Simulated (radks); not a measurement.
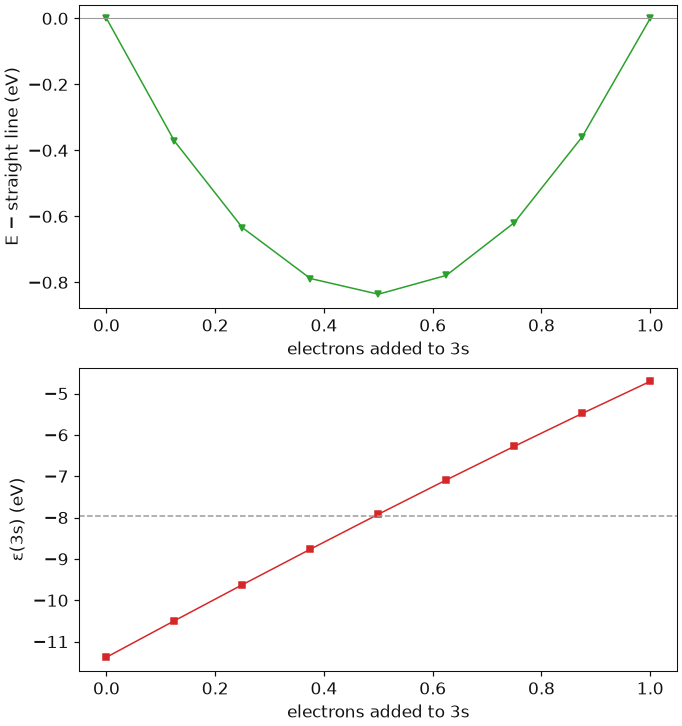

The occupation of the 3s shell is varied from Mg⁺ ([Ne] 3s1) to Mg ([Ne] 3s2), with spherical fractional occupations. The plot shows the total energy less the straight line between the end points, and the eigenvalue of 3s (the dashed line is minus the energy to take the whole electron out). The values are computed.

Question: Was this Hartree-Fock or a semilocal functional, and how does the plot tell?

Answer: It was a semilocal functional (LDA, GGA or meta-GGA): Dirac Kohn-Sham, PBE, spin-unpolarised, spherical densities, finite nucleus, computed with the in-house radial solver radks. The curve is convex (below the straight line), with the largest deviation among the points computed, −0.84 eV, at 0.5. The end points differ by 7.96 eV, the energy to take the electron out. The eigenvalue, which is the slope of the energy (Janak's theorem), moves from −11.4 eV at 0 to −4.71 eV at 1; for a straight line it would stay constant, and a parabola would sag by an eighth of this change, scaled to a whole electron, 0.83 eV. Convexity is the delocalisation error: fractional charges are too low in energy. For an s shell Hartree-Fock would as a rule bend the other way.
